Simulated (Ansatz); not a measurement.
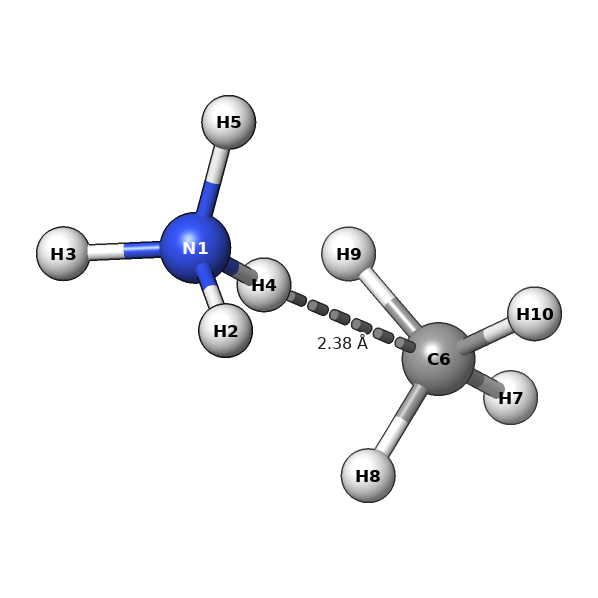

Two molecules or ions; the broken line marks their closest contact (measured against van der Waals radii). Charge +1, singlet. Geometry: a pair of rigid molecules at a changed separation. Program: Ansatz 0.2.0.

Q: Which two species are they?

A: NH4 and CH4 (`C.[NH4+]`).

Give the counterpoise-corrected interaction energy (kJ/mol, monomers kept as in the pair) with RHF-CCSD(T) (frozen core)/def2-TZVPPD; B3LYP-D4/def2-TZVPPD; PBE-D4/def2-TZVPPD; r2SCAN-D4/def2-TZVPPD.

```
                                level  interaction energy (kJ/mol)
RHF-CCSD(T) (frozen core)/def2-TZVPPD                        −21.0
                 B3LYP-D4/def2-TZVPPD                        −22.5
                   PBE-D4/def2-TZVPPD                        −25.4
                r2SCAN-D4/def2-TZVPPD                        −23.6
```
